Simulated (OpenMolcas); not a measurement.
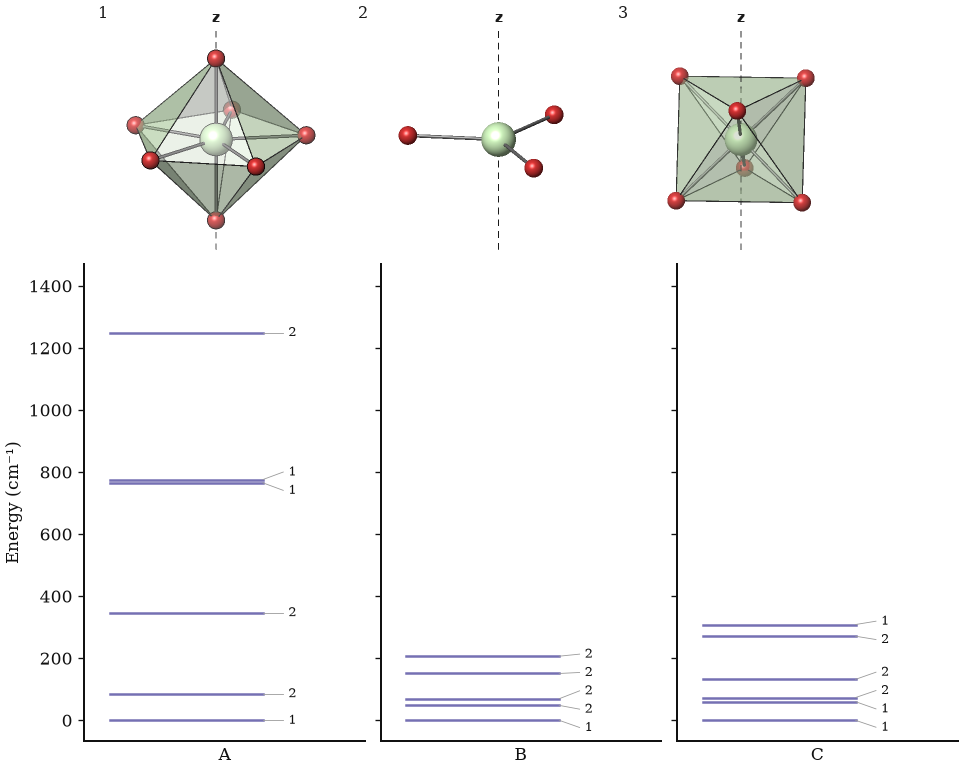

Pr³⁺ (4f²) among point charges in three arrangements (top) and its lowest levels in each (bottom, numbers are degeneracies). The calculation used state-averaged CASSCF, active space 2 electrons in the shell 4f, basis ANO-RCC-VDZP, DKH2 scalar Hamiltonian, spin-orbit coupling by RASSI with atomic mean-field integrals (OpenMolcas).

(1) 7 point charges of −1 e at 2.71 Å, arranged as: pentagonal bipyramid (D5h), axial distortion 0.94
(2) 3 point charges of −1.5 e at 2.64 Å, arranged as: trigonal planar (D3h)
(3) 6 point charges of −1.5 e at 2.76 Å, arranged as: trigonal antiprism (D3d), axial distortion 0.98

Q: Match the level schemes to the arrangements.

A: A is (2). The ground level is A₁, non-degenerate, 98 % from states of spin multiplicity 3, effective J = 3.99, with |mJ| = 0 the largest share (100 %). The next level lies at 86 cm⁻¹ (E). B is (1). The ground level is non-degenerate, 97 % from states of spin multiplicity 3, effective J = 4.00, with |mJ| = 0 the largest share (100 %). The next level lies at 48 cm⁻¹. C is (3). The ground level is A₁, non-degenerate, 97 % from states of spin multiplicity 3, effective J = 4.00, with |mJ| = 3 the largest share (83 %). The next level lies at 60 cm⁻¹ (A₂).

Limits of the model: point charges have no covalency.
